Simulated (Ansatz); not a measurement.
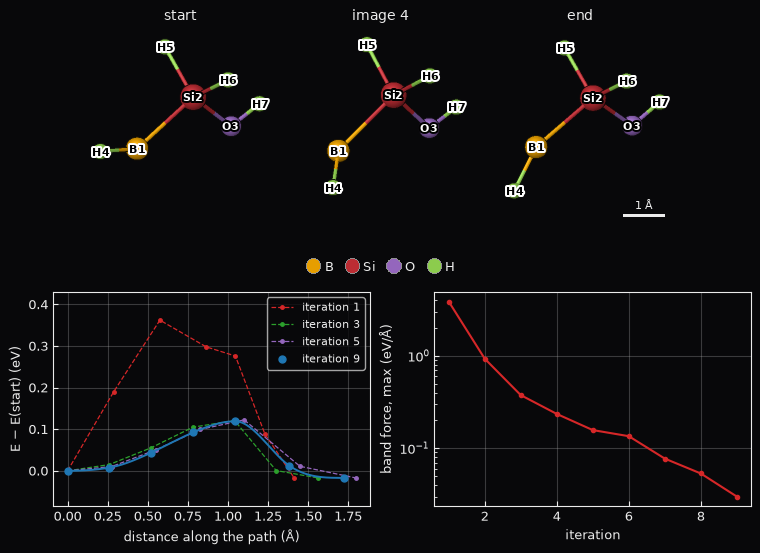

A search for the minimum-energy path of BSiH4O (multiplicity 2) by the nudged elastic band. Images are numbered from 0 (start) to 6 (end). The plot follows the band through its iterations. Style: ball-and-stick. Shown from a free direction.

The calculation used UKS PBE0/def2-SVP in Ansatz 0.2.0. Run with 5 movable images; climbing image; force threshold 0.05 eV/Å; iteration limit 53; starting path through a guess of the saddle point.

Question: Did the band converge, and can the barrier be trusted?

Answer: The result is final at these settings. The band converged in 9 iterations. The largest component of the band force went from 3.9 to 0.03 eV/Å. The climbing image converged on the top of the path. Its vibrational analysis gives one imaginary mode (387i cm⁻¹), as a transition state must have. The first iteration put the highest image at 0.362 eV. The energy climbs by 0.119 eV to image 4 and then falls by 0.136 eV, so the end point sits at −0.017 eV.
